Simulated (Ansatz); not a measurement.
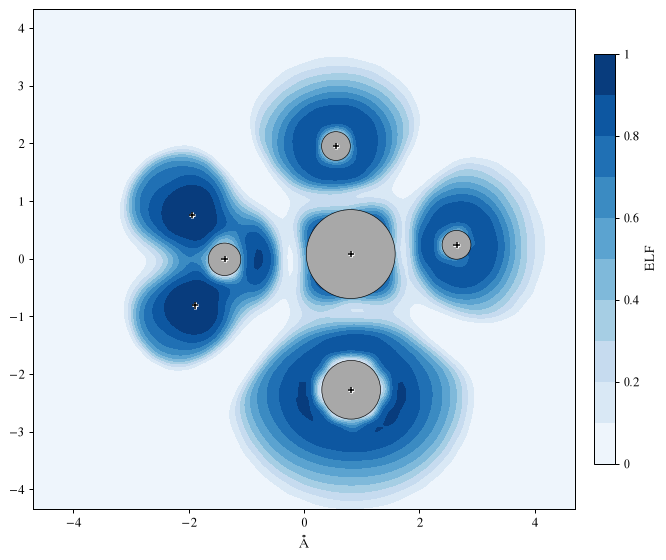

The electron localisation function on a plane through atoms (crosses mark nuclei in the plane; grey discs cover the cores).

Level of theory: UHF/def2-SVP in Ansatz.

Candidates:
A. ClF$_{4}$H$_{2}$OW (doublet)
B. ClFH$_{2}$HfO$_{2}$···H (doublet)

### Which system is this?

Candidate A: ClF$_{4}$H$_{2}$OW on the plane of atoms H2, O8 and H9, which holds W, H, F, Cl and O. W–F (1.84 Å): the ELF peaks at about 0.85 in the valence shell of F, 0.6 Å from its nucleus, and drops to about 0.15 between the two atoms. W–O (2.19 Å): the ELF peaks at about 0.90 in the valence shell of O, 0.6 Å from its nucleus, and is about 0.10 at the midpoint.
